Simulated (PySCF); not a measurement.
SMILES CCC[SiH2]OC (C4H12OSi), GFN2-xTB optimised geometry. Atoms within 1.6 Å of the plane z = 0.6 Å (x, y, z in Å): C1 (2.64, -2.00, 0.00), C2 (2.07, -0.59, 0.00), C3 (0.54, -0.59, 0.00), Si4 (-0.16, 1.17, 0.00), O5 (-1.76, 0.91, 0.02), C6 (-2.77, 1.88, 0.02), H7 (2.31, -2.54, 0.88), H8 (2.31, -2.55, -0.88), H9 (3.73, -1.98, 0.00), H10 (2.43, -0.05, 0.88), H11 (2.43, -0.05, -0.88), H12 (0.19, -1.14, -0.87), H13 (0.19, -1.14, 0.87), H15 (0.26, 1.94, 1.18), H16 (-2.66, 2.55, 0.88), H17 (-3.73, 1.37, 0.08), H18 (-2.74, 2.48, -0.89).

Calculation: PySCF with PBE0/def2-SVP.

Map of the HOMO amplitude (bohr^(-3/2)), clipped to [-0.25, 0.25] on the plane z = 0.6 Å; orbital energy -7.85 eV, overall sign arbitrary:

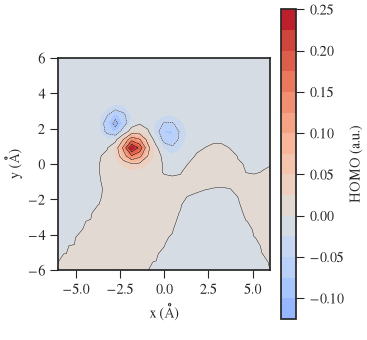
Fig. 1. HOMO amplitude (bohr^(-3/2)), clipped to [-0.25, 0.25] on the plane z = 0.6 Å.
